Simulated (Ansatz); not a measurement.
# One shape, several levels: BNH2O (SMILES BN=O)

Wanted: a comparison of 6 runs (B3LYP/STO-3G, UB3LYP/STO-3G, r2SCAN0/STO-3G, BCCD(T)/STO-3G, CCSD(T)/STO-3G, UCCSD(T)/STO-3G) of BNH2O. 

Program for the calculation: Ansatz 0.2.0.

59 further runs of the same task are left out: 4 that didn't finish, 55 set aside as unsound or not needed.

## Step 1: The molecule

The species is BNH2O (5 atoms), meant as a singlet with charge 0. SMILES: `BN=O`. The N2–B1 distance was set to 1.942 Å, away from the relaxed value.

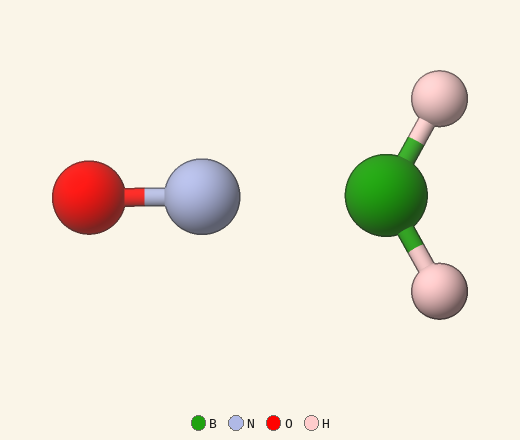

The structure, seen from a chosen angle (boron green, nitrogen light blue, oxygen red, hydrogen pink).

## Step 2: The energy at B3LYP/STO-3G (run 1)

molecule.yaml

```yaml
crystal:
  periodic: [false, false, false]
  atoms:
    - {symbol: B, position_ang: [-0.672498, 0.853103, -0.458192]}
    - {symbol: N, position_ang: [0.435210, -0.552070, 0.296940]}
    - {symbol: O, position_ang: [1.113730, -1.415380, 0.760240]}
    - {symbol: H, position_ang: [-1.528178, 0.560303, -1.193232]}
    - {symbol: H, position_ang: [-0.455978, 1.959223, -0.160892]}
basis:
  gaussian: {orbitals: STO-3G}
accuracy: high
hamiltonian: {xc: {name: B3LYP}}
```

On the command line:

```console
ansatz run molecule.yaml --threads 1 --pin off --max-ram 2610MiB --events-out events.jsonl --progress --plain --runs-dir runs
```

What it wrote:

```text
Warning: RAYON_NUM_THREADS=1 ignored (pool sized by the plan → 1); use --threads N
Functional definition: B3LYP
  name "B3LYP"
  parameter a0 = 0.2
  parameter ax = 0.72
  parameter ac = 0.81
  exchange = (1 - a0 - ax)*slater_x + ax*b88_x + a0*exact_x
  correlation = (1 - ac)*vwn_rpa_c + ac*lyp_c
289 factors; integrals over basis functions are off by at most 2.9e-8 eV
mean field evaluation 1: about -4182.9584 eV, gradient 1.1e1 eV
mean field evaluation 2: about -4181.0108 eV, gradient 1.9e1 eV
mean field evaluation 4: about -4183.4147 eV, gradient 5.3e0 eV
mean field evaluation 8: about -4183.4631 eV, gradient 2.3e-1 eV
mean field evaluation 16: about -4183.4634 eV, gradient 3.6e-6 eV
mean field -4183.46343913 eV, -153.7394457348 hartree, gradient 8.6e-8 eV, S^2 0.000000; 2 other end points of the search recorded, 0 dependent functions left out
reference -4183.46346301 eV, -153.7394466122 hartree; 11, 11 occupied and 6, 6 virtual orbitals, 289 factors
Total energy: -4183.46346301 eV, -153.7394466122 hartree
```

Wall time 1 s (1 thread of Arm Neoverse V1, shared host); peak memory 0.09 GiB.

## Step 3: A single-point energy at UB3LYP/STO-3G (run 2)

molecule.yaml

```yaml
crystal:
  periodic: [false, false, false]
  atoms:
    - {symbol: B, position_ang: [-0.672498, 0.853103, -0.458192]}
    - {symbol: "N", position_ang: [0.435210, -0.552070, 0.296940]}
    - {symbol: O, position_ang: [1.113730, -1.415380, 0.760240]}
    - {symbol: H, position_ang: [-1.528178, 0.560303, -1.193232]}
    - {symbol: H, position_ang: [-0.455978, 1.959223, -0.160892]}
basis:
  gaussian:
    orbitals: STO-3G
magnetization:
  spin_polarized: true
  initial_magnetization: 0
hamiltonian:
  xc: {name: B3LYP}
accuracy: high
```

On the command line:

```console
ansatz run molecule.yaml --threads 1 --pin off --max-ram 2610MiB --events-out events.jsonl --progress --plain --runs-dir runs
```

What it wrote, shortened:

```text
Warning: RAYON_NUM_THREADS=1 ignored (pool sized by the plan → 1); use --threads N
[... 2 set-up lines as earlier in the session ...]
[...]
289 factors; integrals over basis functions are off by at most 2.9e-8 eV
[...]
mean field -4183.86709989 eV, -153.7542799941 hartree, gradient 9.3e-8 eV, S^2 0.989707; 6 other end points of the search recorded, 0 dependent functions left out
reference -4183.86712379 eV, -153.7542808724 hartree; 11, 11 occupied and 6, 6 virtual orbitals, 289 factors
Total energy: -4183.86712379 eV, -153.7542808724 hartree
```

Wall time 9.6 s (1 thread of Arm Neoverse V1, shared host); peak memory 0.12 GiB.

## Step 4: The energy at r2SCAN0/STO-3G (run 3)

in.yaml

```yaml
basis:
  gaussian: {orbitals: STO-3G}
crystal:
  periodic: [false, false, false]
  atoms:
    - {symbol: B, position_ang: [-0.672498, 0.853103, -0.458192]}
    - {symbol: N, position_ang: [0.435210, -0.552070, 0.296940]}
    - {symbol: O, position_ang: [1.113730, -1.415380, 0.760240]}
    - {symbol: H, position_ang: [-1.528178, 0.560303, -1.193232]}
    - {symbol: H, position_ang: [-0.455978, 1.959223, -0.160892]}
accuracy: high
hamiltonian: {xc: {name: r2SCAN0}}
```

On the command line:

```console
ansatz run in.yaml --threads 1 --pin off --max-ram 2610MiB --events-out events.jsonl --progress --plain --runs-dir runs
```

What it wrote:

```text
Warning: RAYON_NUM_THREADS=1 ignored (pool sized by the plan → 1); use --threads N
Functional definition: r2SCAN0
  name "r2SCAN0"
  parameter a = 0.25
  parameter k0 = 0.174
  parameter k1 = 0.065
  parameter a1 = 4.9479
  exchange = (1 - a)*r2scan_x(k0 = k0, k1 = k1, a1 = a1) + a*exact_x
  correlation = r2scan_c
289 factors; integrals over basis functions are off by at most 2.9e-8 eV
mean field evaluation 1: about -4180.6998 eV, gradient 8.1e0 eV
mean field evaluation 2: about -4180.4062 eV, gradient 1.1e1 eV
mean field evaluation 4: about -4180.9434 eV, gradient 3.0e0 eV
mean field evaluation 8: about -4180.9102 eV, gradient 2.1e-1 eV
mean field evaluation 16: about -4180.9104 eV, gradient 4.0e-6 eV
mean field -4180.91040164 eV, -153.6456233373 hartree, gradient 7.4e-8 eV, S^2 0.000000; 2 other end points of the search recorded, 0 dependent functions left out
reference -4180.91040187 eV, -153.6456233460 hartree; 11, 11 occupied and 6, 6 virtual orbitals, 289 factors
Total energy: -4180.91040187 eV, -153.6456233460 hartree
```

Wall time 2.4 s (1 thread of Arm Neoverse V1, shared host); peak memory 0.13 GiB.

Runs 4 to 5 aren't shown in full; the table further down has their settings and results.

## Step 5: The energy at UCCSD(T)/STO-3G (run 6)

in.yaml

```yaml
crystal:
  periodic: [false, false, false]
  atoms:
    - symbol: B
      position_ang: [-0.672498, 0.853103, -0.458192]
    - symbol: "N"
      position_ang: [0.435210, -0.552070, 0.296940]
    - symbol: O
      position_ang: [1.113730, -1.415380, 0.760240]
    - symbol: H
      position_ang: [-1.528178, 0.560303, -1.193232]
    - symbol: H
      position_ang: [-0.455978, 1.959223, -0.160892]
basis:
  gaussian: {orbitals: STO-3G}
magnetization: {spin_polarized: true, initial_magnetization: 0}
correlation: {method: ccsd_t, frozen_orbitals: {B: 1, H: 0, "N": 1, O: 1}}
accuracy: high
scf: {omitted_lower_state_checks: [cluster_reference, increment]}
```

On the command line:

```console
ansatz run in.yaml --threads 1 --pin off --max-ram 2610MiB --events-out events.jsonl --progress --plain --runs-dir runs
```

What it wrote:

```text
Warning: RAYON_NUM_THREADS=1 ignored (pool sized by the plan → 1); use --threads N
[... 18 lines left out ...]
3 core orbitals not correlated: weight in the atoms' cores, before any rotation towards them, 1.000 or more for the frozen orbitals, at most 0.000 for the correlated occupied ones
[... 52 lines left out ...]
Total energy: -4166.20349790 eV, -153.1051545938 hartree
Checks for a lower state left out: cluster_reference, increment
```

It took 0.68 s on 1 thread of Arm Neoverse V1, shared host.

## Step 6: The series

| run | level | frozen core orbitals | energy (Eh) | wall time |
| --- | --- | --- | --- | --- |
| 1 | B3LYP/STO-3G | – | -153.739447 | 1 s |
| 2 | UB3LYP/STO-3G | – | -153.754281 | 9.6 s |
| 3 | r2SCAN0/STO-3G | – | -153.645623 | 2.4 s |
| 4 | BCCD(T)/STO-3G | 3 | -153.120155 | 0.22 s |
| 5 | CCSD(T)/STO-3G | 3 | -153.134978 | 0.18 s |
| 6 | UCCSD(T)/STO-3G | 3 | -153.105155 | 0.68 s |

## Step 7: Summary of results

```
                                          quantity          value
                               run 6: total energy  -153.10515 Eh
run 6: correlation energy (3 core orbitals frozen)     -176.6 mEh
                             run 6: (T) correction      -2.75 mEh
          run 6: ⟨S²⟩ of the reference determinant          1.380
                              run 6: T1 diagnostic          0.067
```

Totals of different functionals can't be ranked against each other. In run 5 the T1 diagnostic is large, so a single reference may not serve. In runs 4, 5 the log says that unrestricted orbitals would lower the reference, so the values rest on an unstable closed-shell determinant (other closed-shell runs at this shape may share the fault). In runs 1, 2, 3, 4, 5, 6 the basis is minimal, so the values are rough. Spin contamination of the reference: run 6 ⟨S²⟩ = 1.38, run 2 ⟨S²⟩ = 0.99. Where it is this large, the reference is a mixture of spin states, and values that rest on it are in doubt. All runs together took 14 s, the longest 9.6 s.
